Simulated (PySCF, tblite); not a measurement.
# C₂H₁₀O₂SSi₂: geometry, infrared bands and NMR shifts

Wanted: the infrared bands and NMR shifts of C₂H₁₀O₂SSi₂ (`CO[Si@@H](O[SiH3])SC`), by calculation.

Computed with tblite 0.8.0 and PySCF 2.14.0, with density-fitted response routines of our own, on a single molecule in the gas phase. Atoms count from 0, in the outputs and in this text.

## (1) Starting geometry

17 atoms, charge 0, multiplicity 1; geometry from: force field or distance geometry start.

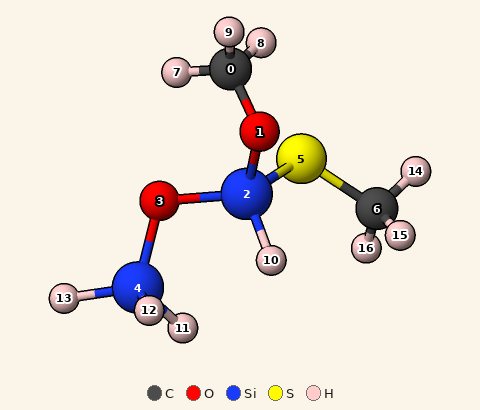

As it starts; carbon dark grey, oxygen red, silicon blue, sulfur yellow, hydrogen pink, atoms numbered.

## (2) Geometry optimisation with GFN2-xTB

Job settings and geometry (Å):

```
{"job": {"kind": "relax", "xc": "GFN2-xTB", "basis": "xTB"}, "charge": 0, "multiplicity": 1}
C     -0.620600     2.635600     0.324900
O     -0.446900     1.702400    -0.677200
Si     0.130600     0.183600    -0.051000
O      1.592600     0.502300     0.769300
Si     2.766800    -0.655300     0.257200
S     -1.416600    -0.570900     1.210100
C     -2.263300    -2.008000     0.557300
H      0.232400     2.712400     1.036100
H     -1.517800     2.397100     0.950700
H     -0.794800     3.653100    -0.064000
H      0.441800    -0.692500    -1.176500
H      2.247500    -2.025200     0.315300
H      3.046700    -0.314600    -1.153200
H      4.032600    -0.515400     0.994400
H     -3.333300    -1.929800     0.892500
H     -2.246400    -2.102800    -0.521100
H     -1.858200    -2.960000     0.974500
```

Run with:

```console
$ OMP_NUM_THREADS=1 python probes_run.py task.json out
```

The driver reads the jobs from task.json and runs them one after another.

Standard output:

```text
step      E/eV     max force
  0    -662.46594    2.723
  1    -662.80492    1.865
  2    -662.96079    1.150
  3    -663.01439    0.745
  4    -663.11830    0.808
  5    -663.16687    0.782
  6    -663.25732    0.791
  7    -663.31040    0.704
  8    -663.36880    0.554
  9    -663.40854    0.520
 10    -663.44368    0.523
 11    -663.47219    0.501
 12    -663.50576    0.497
 13    -663.53493    0.442
 14    -663.55722    0.350
 15    -663.57862    0.346
 16    -663.59800    0.295
 17    -663.61122    0.238
 18    -663.62179    0.203
 19    -663.62948    0.187
 20    -663.63516    0.165
 21    -663.64056    0.163
 22    -663.64577    0.179
 23    -663.65074    0.197
 24    -663.65509    0.163
 25    -663.65849    0.151
 26    -663.66135    0.137
 27    -663.66431    0.169
 28    -663.66718    0.141
 29    -663.66990    0.099
 30    -663.67171    0.119
 31    -663.67357    0.125
 32    -663.67532    0.100
 33    -663.67697    0.094
 34    -663.67849    0.087
 35    -663.68013    0.130
 36    -663.68211    0.133
 37    -663.68481    0.193
 38    -663.68843    0.215
 39    -663.69269    0.180
 40    -663.69686    0.166
 41    -663.70037    0.130
 42    -663.70217    0.194
 43    -663.70481    0.222
 44    -663.70784    0.189
 45    -663.71971    0.284
 46    -663.72570    0.213
 47    -663.73385    0.220
 48    -663.74176    0.259
 49    -663.74689    0.235
 50    -663.75729    0.239
 51    -663.77392    0.576
 52    -663.78045    0.314
 53    -663.78848    0.161
 54    -663.79508    0.278
 55    -663.80058    0.228
 56    -663.80685    0.189
 57    -663.80928    0.148
 58    -663.81192    0.103
 59    -663.81354    0.079
 60    -663.81512    0.111
 61    -663.81677    0.137
 62    -663.81850    0.137
 63    -663.82000    0.095
 64    -663.82123    0.082
 65    -663.82225    0.086
 66    -663.82321    0.091
 67    -663.82413    0.067
 68    -663.82498    0.067
 69    -663.82586    0.084
 70    -663.82691    0.095
 71    -663.82841    0.127
 72    -663.83077    0.132
 73    -663.83433    0.167
 74    -663.83877    0.166
 75    -663.84311    0.130
 76    -663.84642    0.134
 77    -663.84794    0.122
 78    -663.85004    0.110
 79    -663.85143    0.075
 80    -663.85277    0.075
 81    -663.85332    0.068
 82    -663.85491    0.072
 83    -663.85605    0.091
 84    -663.85718    0.090
 85    -663.85792    0.053
 86    -663.85849    0.051
 87    -663.85895    0.061
 88    -663.85935    0.050
 89    -663.85970    0.043
 90    -663.86006    0.045
 91    -663.86051    0.062
 92    -663.86115    0.071
 93    -663.86184    0.063
 94    -663.86245    0.051
 95    -663.86294    0.049
 96    -663.86346    0.056
 97    -663.86430    0.059
 98    -663.86554    0.071
 99    -663.86704    0.073
100    -663.86799    0.083
101    -663.86903    0.068
102    -663.86962    0.058
103    -663.87045    0.049
104    -663.87093    0.047
105    -663.87152    0.040
106    -663.87178    0.037
107    -663.87196    0.024
108    -663.87208    0.022
109    -663.87219    0.023
110    -663.87230    0.027
111    -663.87242    0.023
112    -663.87261    0.027
113    -663.87282    0.028
114    -663.87301    0.030
115    -663.87316    0.025
116    -663.87330    0.024
117    -663.87346    0.025
118    -663.87366    0.025
119    -663.87386    0.029
120    -663.87407    0.033
121    -663.87431    0.043
122    -663.87465    0.054
123    -663.87519    0.064
124    -663.87600    0.072
125    -663.87708    0.078
126    -663.87831    0.106
127    -663.87948    0.113
128    -663.88058    0.097
129    -663.88161    0.068
130    -663.88231    0.054
131    -663.88229    0.092
132    -663.88292    0.044
133    -663.88308    0.048
134    -663.88334    0.032
135    -663.88361    0.034
136    -663.88392    0.039
137    -663.88416    0.035
138    -663.88441    0.039
139    -663.88481    0.057
140    -663.88523    0.063
141    -663.88592    0.063
142    -663.88687    0.068
143    -663.88744    0.057
144    -663.88784    0.039
145    -663.88801    0.026
146    -663.88811    0.022
147    -663.88821    0.021
148    -663.88829    0.014
149    -663.88833    0.012
150    -663.88836    0.015
151    -663.88841    0.021
152    -663.88849    0.027
153    -663.88858    0.023
154    -663.88866    0.016
155    -663.88871    0.021
156    -663.88876    0.024
157    -663.88882    0.020
158    -663.88888    0.016
159    -663.88893    0.016
160    -663.88898    0.014
161    -663.88903    0.020
162    -663.88909    0.024
163    -663.88920    0.024
164    -663.88938    0.031
165    -663.88964    0.039
166    -663.89000    0.046
167    -663.89037    0.056
168    -663.89067    0.056
169    -663.89088    0.027
170    -663.89097    0.014
171    -663.89100    0.012
172    -663.89102    0.012
173    -663.89104    0.009
```

Wall time 1.5 s (1 thread of Arm Neoverse V1, shared host); peak memory 0.17 GiB.

The steps of the relaxation: (not every step is listed)

| step | energy from step 0 (eV) | largest force (eV/Å) |
| --- | --- | --- |
| 0 | 0.0000 | 2.7228 |
| 1 | -0.3390 | 1.8646 |
| 2 | -0.4948 | 1.1496 |
| 3 | -0.5485 | 0.7446 |
| 4 | -0.6524 | 0.8079 |
| 5 | -0.7009 | 0.7825 |
| 6 | -0.7914 | 0.7909 |
| 7 | -0.8445 | 0.7038 |
| 8 | -0.9029 | 0.5543 |
| 24 | -1.1891 | 0.1634 |
| 40 | -1.2309 | 0.1664 |
| 56 | -1.3409 | 0.1894 |
| 72 | -1.3648 | 0.1325 |
| 88 | -1.3934 | 0.0497 |
| 104 | -1.4050 | 0.0469 |
| 120 | -1.4081 | 0.0333 |
| 136 | -1.4180 | 0.0386 |
| 152 | -1.4226 | 0.0267 |
| 168 | -1.4247 | 0.0562 |
| 169 | -1.4249 | 0.0269 |
| 170 | -1.4250 | 0.0136 |
| 171 | -1.4251 | 0.0122 |
| 172 | -1.4251 | 0.0118 |
| 173 | -1.4251 | 0.0090 |

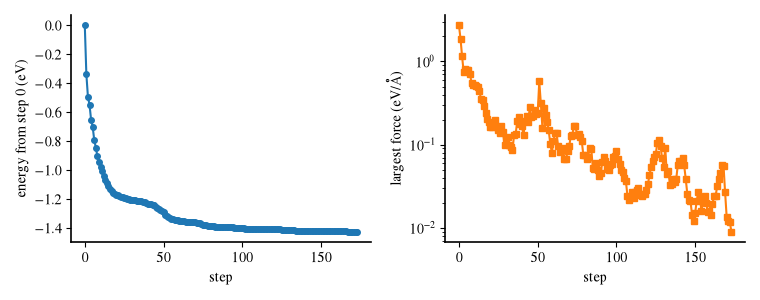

Energy and force, step by step.

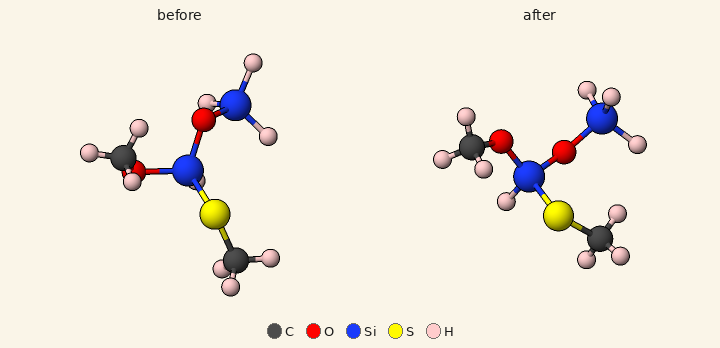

The geometry before (left) and after (right).

Distances of close pairs at the start and the end, largest changes first:

| bond | before (Å) | after (Å) | change (Å) |
| --- | --- | --- | --- |
| O1–Si2 | 1.741 | 1.608 | -0.133 |
| Si2–O3 | 1.706 | 1.605 | -0.102 |
| O3–Si4 | 1.727 | 1.626 | -0.101 |
| C6–H14 | 1.124 | 1.084 | -0.040 |
| C6–H16 | 1.116 | 1.085 | -0.030 |
| S5–C6 | 1.791 | 1.819 | +0.028 |
| C0–H8 | 1.120 | 1.092 | -0.028 |
| C0–H7 | 1.113 | 1.090 | -0.023 |

The final coordinates are the input of the step that follows.

## (3) Infrared spectrum with GFN2-xTB

Job settings and geometry (Å):

```
{"job": {"kind": "ir", "xc": "GFN2-xTB", "basis": "xTB"}, "charge": 0, "multiplicity": 1}
C     -0.548894     2.987384     0.432988
O      0.241307     1.892674     0.068076
Si    -0.239597     0.423800    -0.377344
O      1.059174    -0.519058    -0.378391
Si     2.391280    -1.181761     0.276389
S     -1.678608    -0.303688     1.028640
C     -1.606167    -2.083842     0.660458
H      0.090162     3.701065     0.952920
H     -1.363808     2.677852     1.089859
H     -0.970842     3.458728    -0.457298
H     -0.758030     0.343908    -1.732899
H      2.101780    -2.617522     0.277659
H      3.474896    -0.818101    -0.629075
H      2.592916    -0.679146     1.632523
H     -2.193189    -2.589481     1.419245
H     -2.026644    -2.267997    -0.322736
H     -0.572735    -2.412788     0.698535
```

Standard output:

```text
mode    cm-1     km/mol
  1     -21.9      0.11
  2      47.1      2.47
  3      58.2      4.64
  4      62.2      3.38
  5      76.9      4.03
  6     104.7      0.05
  7     110.0      0.16
  8     137.8      1.55
  9     161.6      3.85
 10     226.2      5.05
 11     276.3     36.60
 12     299.1     26.88
 13     484.4     49.90
 14     587.6     23.85
 15     611.3     34.01
 16     624.0     54.73
 17     670.9    212.56
 18     725.9    232.87
 19     731.8     33.65
 20     761.2    165.66
 21     777.7    238.19
 22     805.0    239.68
 23     823.6    388.01
 24     951.7      0.45
 25     963.1      1.05
 26    1111.1    657.01
 27    1133.0      3.46
 28    1140.0     22.39
 29    1173.7    190.69
 30    1320.6      4.25
 31    1415.9      2.97
 32    1453.7      3.56
 33    1455.7      4.71
 34    1476.4      4.89
 35    1482.5      2.54
 36    2239.1    307.80
 37    2277.2    270.79
 38    2298.8    205.73
 39    2329.2    240.22
 40    2960.2     35.72
 41    2973.9     28.55
 42    2997.3     20.96
 43    3036.5      5.73
 44    3041.8      9.28
 45    3063.1      2.55
```

It took 0.73 s on 1 thread of Arm Neoverse V1, shared host; peak memory 0.17 GiB.

Which atoms move in the most intense modes:

| cm⁻¹ | km/mol | atoms |
| --- | --- | --- |
| 726 | 232.9 | H10 61 %, Si2 14 % |
| 778 | 238.2 | H13 50 %, H11 38 % |
| 805 | 239.7 | Si2 33 %, O1 21 %, C0 17 % |
| 824 | 388.0 | H11 27 %, H12 21 %, H13 18 %, Si4 15 % |
| 1111 | 657.0 | O3 74 %, Si2 14 % |
| 2239 | 307.8 | H11 93 % |
| 2277 | 270.8 | H13 85 % |
| 2329 | 240.2 | H10 97 % |

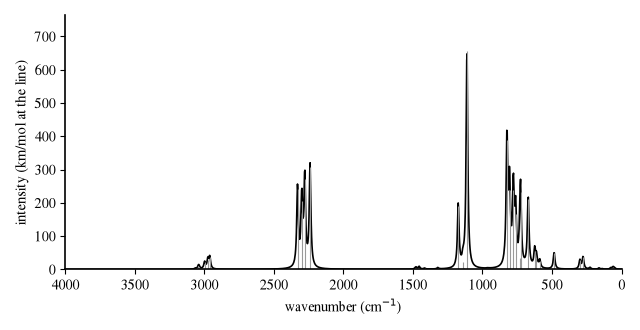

The infrared spectrum from these modes, unscaled. Lines are broadened to a width of 14 cm⁻¹ (Lorentzian).

## (4) Shielding tensors: PBE0/pcSseg-1

The job, as its differences from that of step 3:

```diff
@@ -1,2 +1,2 @@
-{"job": {"kind": "ir", "xc": "GFN2-xTB", "basis": "xTB"}, "charge": 0, "multiplicity": 1}
+{"job": {"kind": "nmr", "xc": "PBE0", "basis": "pcSseg-1"}, "charge": 0, "multiplicity": 1}
 C     -0.548894     2.987384     0.432988
```

Level: GIAO PBE0/pcSseg-1 NMR shielding, non-relativistic, gas phase.

Standard output:

```text
coarse grid: 15416 points
cycle   1  E = -1209.0528032348  dE =  7.553e-01  |g| = 9.497e-01  |ddm| = 3.697e+00
cycle   2  E = -1208.8113556828  dE =  2.414e-01  |g| = 1.484e+00  |ddm| = 1.821e+00
cycle   3  E = -1209.2091461042  dE = -3.978e-01  |g| = 1.028e-01  |ddm| = 1.249e+00
cycle   4  E = -1209.2111674085  dE = -2.021e-03  |g| = 4.523e-02  |ddm| = 1.619e-01
cycle   5  E = -1209.2116529050  dE = -4.855e-04  |g| = 9.775e-03  |ddm| = 5.948e-02
cycle   6  E = -1209.2116689088  dE = -1.600e-05  |g| = 4.508e-03  |ddm| = 1.095e-02
cycle   7  E = -1209.2116722670  dE = -3.358e-06  |g| = 7.899e-04  |ddm| = 3.428e-03
final grid: 134152 points
cycle   8  E = -1209.2752988421  dE = -1.937e-05  |g| = 1.199e-02  |ddm| = 2.131e-02
cycle   9  E = -1209.2752733195  dE =  2.552e-05  |g| = 1.678e-02  |ddm| = 1.773e-02
cycle  10  E = -1209.2753254728  dE = -5.215e-05  |g| = 1.333e-03  |ddm| = 1.123e-02
cycle  11  E = -1209.2753258521  dE = -3.794e-07  |g| = 1.639e-04  |ddm| = 1.309e-03
cycle  12  E = -1209.2753258583  dE = -6.157e-09  |g| = 6.389e-05  |ddm| = 2.361e-04
cycle  13  E = -1209.2753258593  dE = -9.827e-10  |g| = 2.055e-05  |ddm| = 7.409e-05
converged SCF energy = -1209.2753258593

GIAO shielding tensors (ppm)
atom      isotropic    diamagn.    paramagn.     s11        s22        s33       span
  0 C      135.248     241.969    -106.721    109.879    111.261    184.606     74.727
  1 O      305.704     400.382     -94.678    254.803    315.146    347.163     92.360
  2 Si     381.150     882.575    -501.426    361.331    378.438    403.680     42.349
  3 O      288.747     400.817    -112.069    255.547    294.807    315.889     60.342
  4 Si     391.752     880.298    -488.546    353.809    362.341    459.105    105.296
  5 S      657.198    1061.523    -404.325    592.611    614.963    764.021    171.410
  6 C      176.126     252.312     -76.186    166.487    170.932    190.958     24.471
  7 H       27.793      27.517       0.276     23.337     25.368     34.674     11.336
  8 H       28.067      29.205      -1.138     22.552     27.821     33.829     11.277
  9 H       27.915      27.641       0.274     23.612     25.231     34.901     11.290
 10 H       26.486      31.524      -5.038     22.893     24.047     32.518      9.625
 11 H       26.590      29.556      -2.966     22.646     25.571     31.554      8.908
 12 H       26.561      29.041      -2.479     22.785     24.674     32.225      9.440
 13 H       26.473      30.105      -3.633     22.975     25.258     31.184      8.209
 14 H       29.622      29.585       0.037     23.955     26.721     38.191     14.237
 15 H       29.636      30.847      -1.211     24.021     27.157     37.729     13.709
 16 H       29.532      32.697      -3.165     22.441     29.626     36.528     14.086
```

Wall time 55 s (1 thread of Arm Neoverse V1, shared host); peak memory 0.83 GiB.

The references, computed at this level on geometries of the same kind, shield at (ppm): 1H TMS 31.72, 13C TMS 186.9, 29Si TMS 349.2, 17O H2O 336.1, 33S CS2 504. Their shielding less the atom's gives the shift. The references are single molecules in the gas phase, so shifts against H2O, NH3, PH3, H3PO4 or CFCl3 are not on the usual liquid scales and can be off by tens of ppm. Atoms listed in one row are averaged.

| atoms | environment | σ (ppm) | δ (ppm) | δ scaled to CDCl3 |
| --- | --- | --- | --- | --- |
| C0 | methyl carbon bonded to O | 135.2 | 51.7 | 48.5 |
| C6 | methyl carbon bonded to S | 176.1 | 10.8 | 4.2 |
| H10 | hydrogen on a silicon bonded to 2 O, S | 26.49 | 5.23 | – |
| H11, H12, H13 | hydrogen on a silicon bonded to O | 26.54 | 5.18 | – |
| H7, H8, H9 | hydrogen on a methyl carbon bonded to O | 27.92 | 3.79 | 3.68 |
| H14, H15, H16 | hydrogen on a methyl carbon bonded to S | 29.60 | 2.12 | 2.10 |
| O3 | oxygen bonded to 2 Si | 288.7 | 47.3 | – |
| O1 | oxygen bonded to C, Si | 305.7 | 30.4 | – |
| Si2 | silicon bonded to 2 O, S, H | 381.1 | -32.0 | – |
| Si4 | silicon bonded to O, 3 H | 391.8 | -42.6 | – |
| S5 | sulfur bonded to C, Si | 657 | -153 | – |

The scaled column applies a straight-line fit of computed shieldings to shifts measured in CDCl3, with any fitted terms for Cl, Br or S neighbours (root-mean-square error 0.16 ppm for H, 1.9 ppm for C).

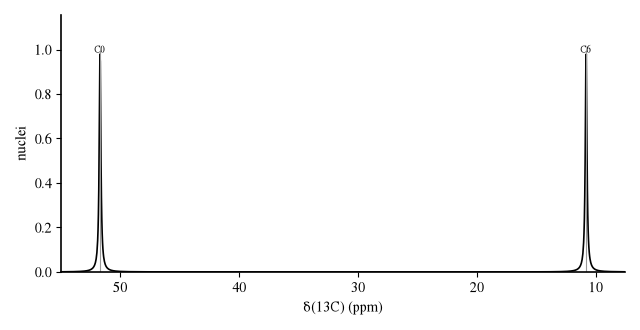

13C lines at the computed shifts, without couplings. Lines are broadened to a width of 0.16 ppm (Lorentzian).

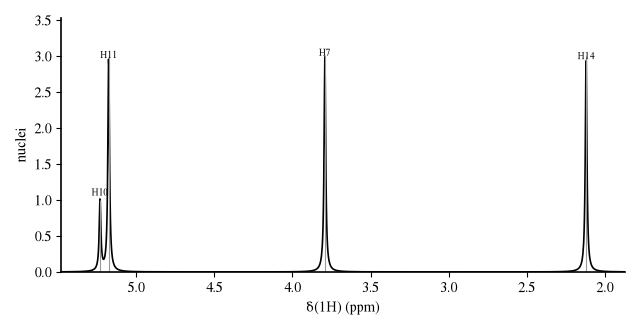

1H lines at the computed shifts, without couplings. Lines are broadened to a width of 0.01 ppm (Lorentzian).

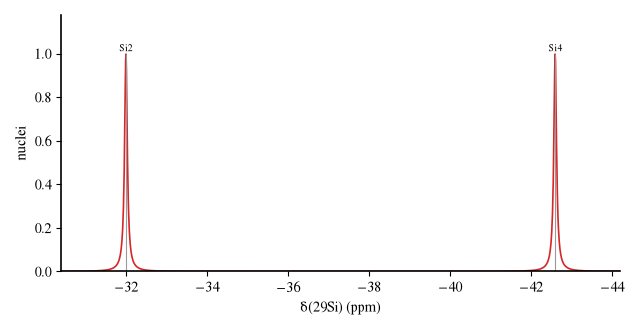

29Si lines at the computed shifts, without couplings. Lines are broadened to a width of 0.08 ppm (Lorentzian).

The run also stored atomic charges by several schemes (e):

| atoms | Mulliken | IAO | Hirshfeld | ESP fit |
| --- | --- | --- | --- | --- |
| C0 | -0.02 | -0.20 | -0.03 | -0.26 |
| O1 | -0.62 | -0.64 | -0.23 | -0.28 |
| Si2 | 1.06 | 1.26 | 0.43 | 0.59 |
| O3 | -0.72 | -0.89 | -0.30 | -0.41 |
| Si4 | 0.73 | 0.89 | 0.40 | 0.58 |
| S5 | -0.37 | -0.24 | -0.12 | -0.32 |
| C6 | -0.40 | -0.49 | -0.11 | -0.26 |

Hirshfeld charges:

C0 -0.03; O1 -0.23; Si2 0.43; O3 -0.30; Si4 0.40; S5 -0.12; C6 -0.11; H7 0.05; H8 0.04; H9 0.05; H10 -0.09; H11 -0.08; H12 -0.08; H13 -0.08; H14 0.05; H15 0.05; H16 0.04

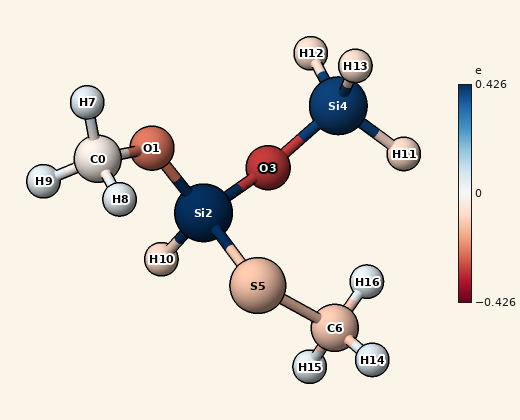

Hirshfeld charges, as colours on the atoms.

Mayer bond orders: C0–O1 0.89, O1–Si2 1.02, Si2–O3 0.98, O3–Si4 0.89, Si2–S5 0.94, S5–C6 1.00.

## (5) Results

| quantity | value |
| --- | --- |
| strongest single infrared mode (GFN2-xTB) | 1111 cm⁻¹, 657 km/mol |
| zero-point energy (GFN2-xTB) | 73.6 kcal/mol |
| 13C shifts against TMS (PBE0/pcSseg-1) | 51.7, 10.8 ppm |
| 1H shifts against TMS (PBE0/pcSseg-1, means over atoms taken as alike) | 5.23, 5.18, 3.79, 2.12 ppm |
| 17O shifts against H2O (PBE0/pcSseg-1) | 47.3, 30.4 ppm |
| 29Si shifts against TMS (PBE0/pcSseg-1) | -32.0, -42.6 ppm |
| 33S shifts against CS2 (PBE0/pcSseg-1) | -153 ppm |

**Reading.** The optimisation took 173 steps and gained 1.425 eV; among the close pairs (by a distance rule), O1–Si2 changed most, from 1.741 to 1.608 Å. The lowest mode is imaginary (22i cm⁻¹), so the xTB geometry is not a minimum. The strongest single mode, at 1111 cm⁻¹, moves mainly O3. GFN2-xTB is a fitted tight-binding method: band positions and strengths are rough. Its intensities can rank the bands wrongly. The most deshielded carbon is C0 (methyl carbon bonded to O), at 51.7 ppm: deshielded by the electronegative neighbour. At PBE0/pcSseg-1: The largest span, 171 ppm, is at S5, where the paramagnetic term is -404 ppm.
